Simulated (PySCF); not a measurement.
C2OSi (SMILES O=C=C=[Si])

| atom | x (Å) | y (Å) | z (Å) |
| --- | --- | --- | --- |
| C | 0.0900 | 0.4242 | -0.4870 |
| C | -0.4510 | 0.4283 | 0.6950 |
| O | 0.5734 | 0.4205 | -1.5433 |
| Si | -1.1454 | 0.4334 | 2.2193 |

Geometry: PBE0-D3(BJ)/def2-SVP.

Theory: Gaussian-basis quantum chemistry of an isolated molecule with PySCF, energy and nuclear gradient, functional PBE0 (PySCF).

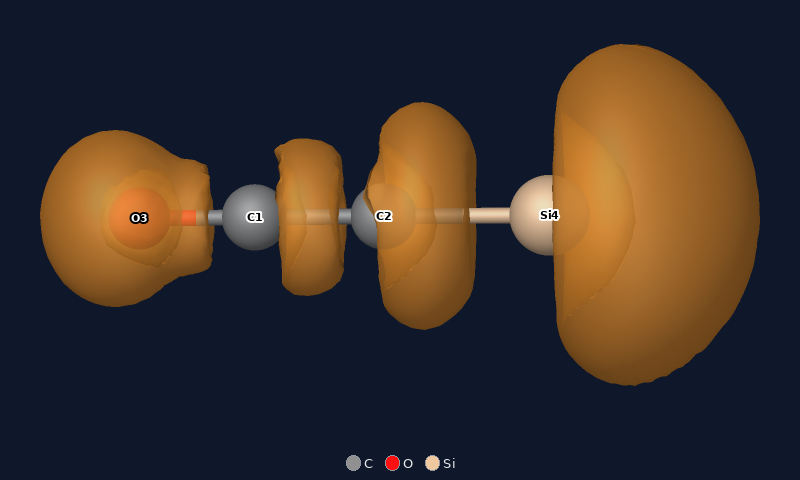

Figure 1. Isosurface of the ELF at 0.75 (orange), seen from one side. Core shells and regions of very low density are left out.

Question: What do the ELF domains correspond to?

Answer: At this value the surface marks out one region between bonded C–C atoms (shared pairs), one region between bonded C–Si atoms (shared pairs), one region on O in which the atom's valence shell and bonds are merged and one lobe on Si, pointing away from the bonds (lone pairs). Profiles from the grid: C–O (1.16 Å): the ELF peaks at about 0.85 between the atoms; a multiple bond. C–C (1.30 Å): the ELF peaks at about 0.90 between the atoms: a multiple bond.

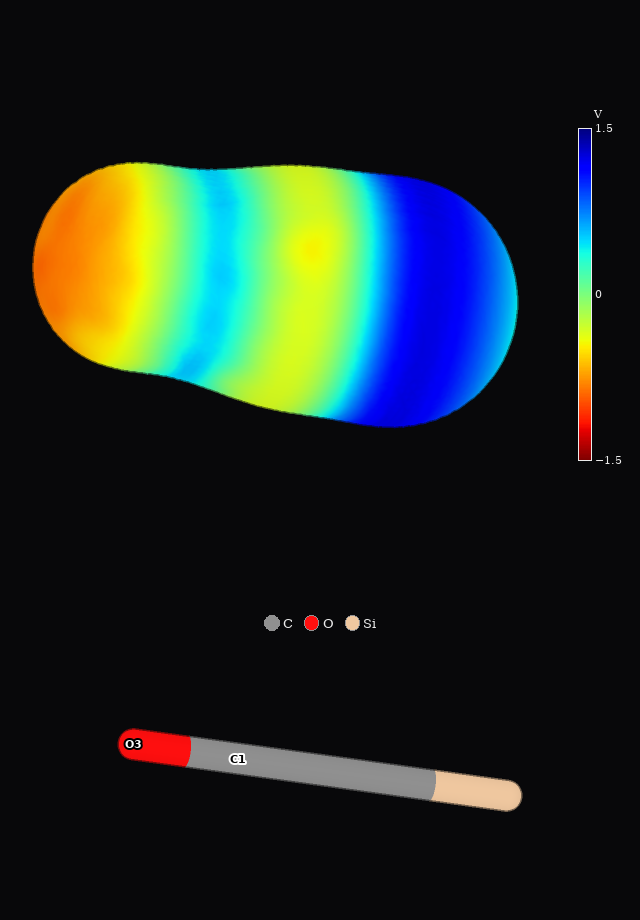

Figure 2. The molecular electrostatic potential painted on the density surface at 0.002 e/bohr³, seen at a tilt; the colour scale runs from red (negative) to blue (positive). The bare structure is drawn below in the same view.

Question: Which sites attract a positive test charge, and which a negative one?

Answer: A positive charge is drawn to the negative regions and a negative charge to the positive ones. The most negative region (about −0.9 V) lies over O3, the most positive (about +1.2 V) over Si4.

Question: How polar is the molecule by this calculation?

Answer: Its dipole moment is 2.19 D.

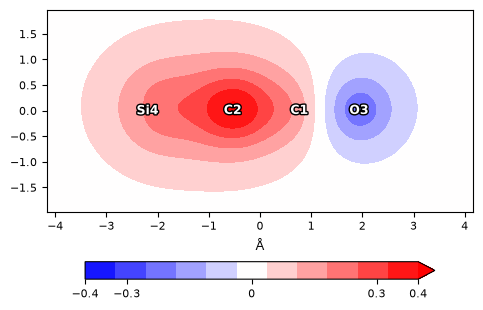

Figure 3. The HOMO on a plane 0.8 Å above a plane that holds the molecular axis (values in Å⁻³ᐟ²; the overall sign is arbitrary).

Question: Describe this orbital and give its energy.

Answer: By Hirshfeld shares it lies mainly on C2 (about 45 %), Si4 (about 25 %), O3 (about 15 %) and C1 (about 15 %). It is one of a degenerate set, so its orientation is arbitrary. Its energy is −7.71 eV.

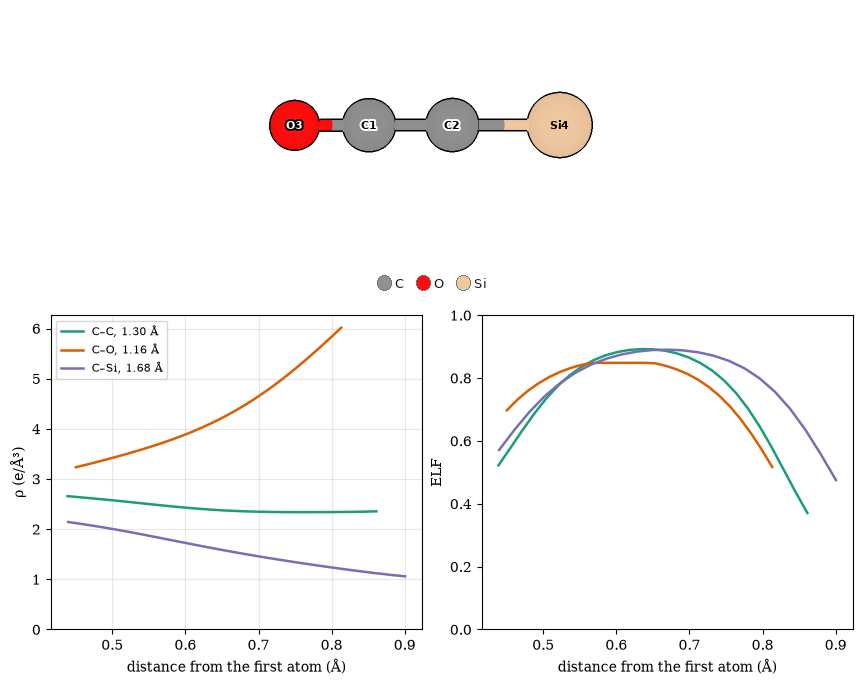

Figure 4. Total electron density and ELF along straight lines between neighbouring atoms. The curves leave out the atomic cores. The structure is drawn too.

Question: What can be read from the curves?

Answer: C–C (1.30 Å): the density is about 2.4 e/Å³ at the midpoint; the ELF peaks at about 0.90 between the atoms; a multiple bond.
C–O (1.16 Å): ρ is about 3.8 e/Å³ halfway; the ELF peaks at about 0.85 between the atoms: a multiple bond.
C–Si (1.68 Å): the density is about 1.2 e/Å³ at the midpoint; the ELF peaks at about 0.90 between the atoms (localised, covalent bonding).
